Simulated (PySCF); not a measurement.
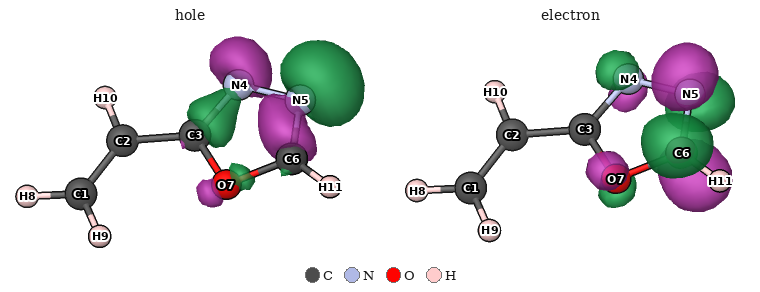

Figure 1: C₄H₄N₂O, SMILES `C=Cc1nnco1`. Leading natural transition orbital pair of S₃ (TDA singlet states); the surfaces enclose about 70 % of each orbital's density.

PySCF calculation, ωB97X/6-311G**, gas phase; geometry: GFN2-xTB. No frequency check shows the geometry to be a minimum. Without diffuse functions Rydberg states are missing, so the states' numbers hold for this basis only.

Input

```python
import numpy as np
from pyscf import gto, scf, dft, tdscf
from pyscf.scf import atom_ks, atom_hf
from scipy.linalg import block_diag

def solve(mol, dm0=None, hcore=None):
    mf = (dft.UKS if mol.spin else dft.RKS)(mol, xc='wb97x')
    mf.grids.level = 3
    mf = mf.density_fit(auxbasis='def2-universal-jkfit')
    mf.conv_tol, mf.max_cycle = 1e-8, 80
    if hcore is not None:
        mf.get_hcore = lambda *args: hcore
    mf.kernel(dm0)
    if not mf.converged:
        mf = mf.newton().run(mf.mo_coeff, mf.mo_occ, max_cycle=30)
    assert mf.converged, 'SCF not converged'
    return mf

mol = gto.M(atom='''
C      2.52793     0.38764     0.00000
C      1.59775    -0.55994     0.00000
C      0.18536    -0.27986     0.00000
N     -0.77717    -1.15484     0.00000
N     -1.93536    -0.47566     0.00000
C     -1.63155     0.77706     0.00000
O     -0.30750     0.98627     0.00000
H      3.57603     0.14635     0.00000
H      2.26675     1.43299     0.00000
H      1.83449    -1.61264     0.00000
H     -2.30656     1.60722     0.00000
''', basis='6-311g**', charge=0, spin=0, verbose=4)
mf = solve(mol)
td = mf.TDA()
td.nstates, td.singlet, td.conv_tol = 6, True, 1e-5
td.kernel()
td.analyze()
x, y = np.array([p[0] for p in td.xy]), np.array([p[1] + 0 * p[0] for p in td.xy])
f, mu = td.oscillator_strength(), td.transition_dipole()
nto = [td.get_nto(state=i + 1, verbose=4) for i in range(len(td.e))]
# spherically averaged free atoms, for the promolecule
atm = atom_ks.get_atm_nrks(mol, xc='wb97x')
pro = block_diag(*[(atm[a[0]][2] * atm[a[0]][3]) @ atm[a[0]][2].T for a in mol._atom])
np.savez('result.npz', e=td.e, f=f, ok=td.converged, w=[n[0] for n in nto], nto=[n[1] for n in nto], x=x, y=y, c=mf.mo_coeff, occ=mf.mo_occ, eps=mf.mo_energy, pro=pro, mu=mu)
```

Command:

```sh
OMP_NUM_THREADS=1 python input.py
```

The run took 5.3 min on 1 thread of Intel(R) Xeon(R) Platinum 8488C (Sapphire Rapids) (shared host), peak memory 0.8 GiB.

> Characterise the state.

6.86 eV (181 nm), f = 0.020, n → π*; the leading pair carries 63 %; hole on N5 (44 %), N4 (33 %) and O7 (8 %), electron on C6 (25 %), N5 (24 %) and N4 (14 %) (shares are of the whole state, not of the leading pair alone); their centroids lie 0.9 Å apart. In canonical orbitals it is mainly HOMO−1 → LUMO+1 (55 %). The HOMO–LUMO gap is 10.21 eV.
